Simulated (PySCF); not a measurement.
```yaml
atoms:
  - { symbol: C, position_ang: [-2.0621, -0.0698, 0.0071] }
  - { symbol: N, position_ang: [-0.7870, 0.5152, -0.3398] }
  - { symbol: Si, position_ang: [0.6814, -0.0854, 0.3374] }
  - { symbol: P, position_ang: [0.9681, -2.2798, 0.0507] }
  - { symbol: P, position_ang: [2.4095, 1.0488, -0.5949] }
  - { symbol: H, position_ang: [-2.2399, -1.0225, -0.5030] }
  - { symbol: H, position_ang: [-2.8680, 0.6200, -0.2442] }
  - { symbol: H, position_ang: [-2.0785, -0.2510, 1.0793] }
  - { symbol: H, position_ang: [-0.7730, 0.8274, -1.2999] }
  - { symbol: H, position_ang: [0.6508, 0.3297, 1.7490] }
  - { symbol: H, position_ang: [2.1817, -2.3104, 0.7271] }
  - { symbol: H, position_ang: [1.6587, 2.1630, -0.9113] }
  - { symbol: H, position_ang: [2.2539, 0.5153, -1.8612] }
```

Geometry: GFN2-xTB.

Theory: UKS B3LYP, pcH-1 on C H N P Si, non-relativistic, mean-field spin-orbit, GIAO (PySCF).

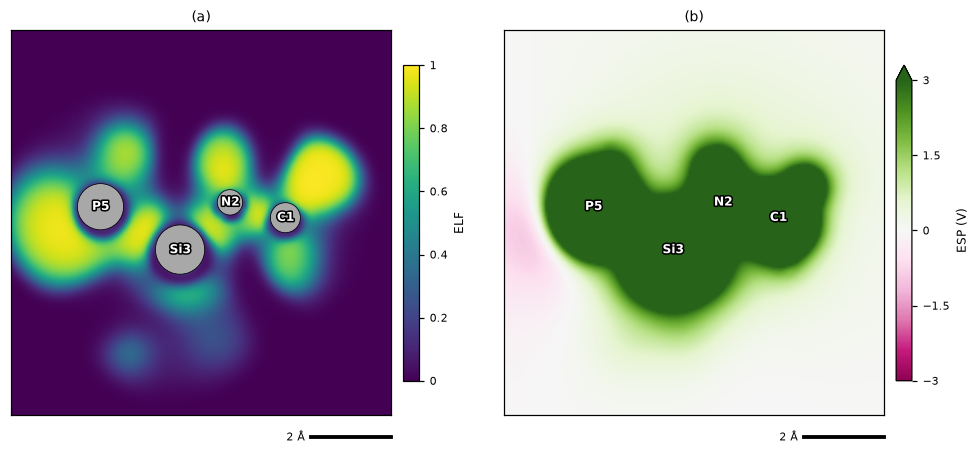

CH8NP2Si (doublet). (a) ELF; (b) molecular electrostatic potential on the plane of atoms N2, Si3 and P5. Grey discs cover the atomic cores in the ELF map.

Question: Describe what can be read from this map.

Answer:
- The plane passes through C, N, Si and P nuclei.
- C–N (1.45 Å): the ELF peaks at about 0.90 between the atoms (localised, covalent bonding).
- Si–N (1.73 Å): the ELF peaks at about 0.90 between the atoms: a shared but strongly polarised pair.
- The ELF also peaks beside P5, away from the bonds: non-bonding electrons, paired or unpaired.
- Outside the dense part of the molecule the potential is most negative (−0.9 V) near P5.
